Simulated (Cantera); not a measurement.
A closed system holds: 1 mol Si₃N₄, 0.055 mol N₂O, 220 mol N₂, held at 1 atm.

Method: chemical equilibrium by Gibbs-energy minimisation in Cantera with the NASA 1993 tables (ideal gas, pure condensed phases). Candidate condensed phases: Si, SiO₂, Si₂N₂O, Si₃N₄; 16 gas species. Mutual solubility and eutectic melting of coexisting phases are not modelled. The tables' values for SiN are old estimates; treat these amounts as uncertain. Equilibrium is a limit: real reactors are often held back by kinetics, nucleation or transport.

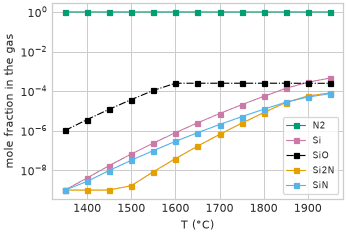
*Equilibrium gas composition (values under 1e-9 drawn at 1e-9)*

From 1350 °C to 1550 °C the condensed part is Si₂N₂O(s) + Si₃N₄(s). From 1600 °C to 1850 °C the condensed part is Si₃N₄(s). From 1900 °C to 1950 °C the condensed part is Si(l). The main Si-bearing gas is SiO at 1350 °C and Si at 1950 °C.
